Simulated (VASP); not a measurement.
Band structure of TlBr (relaxed from the zinc blende structure, space group F-43m). Calculation: PBE GGA, VASP's PBE PAW potentials (set 64) (plane waves; VASP 6.6.1).

Unless said otherwise, spin-orbit coupling is left out, though it shifts the bands of the heavy elements here.

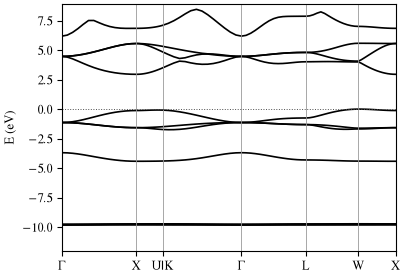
Fig. 1. Bands along high-symmetry lines, zero at the valence-band maximum or, without a gap, the Fermi level

Problem. Read the plot: is there a gap, and where are the band edges?

Solution. The gap is indirect, 2.95 eV, from the valence maximum at W to the conduction minimum at X. (Edges off the drawn lines would not show.)

The structure was generated: TlBr was put into the zinc blende type (F-43m), which need not be its known phase. It was relaxed first, which changed the volume by +84 %.
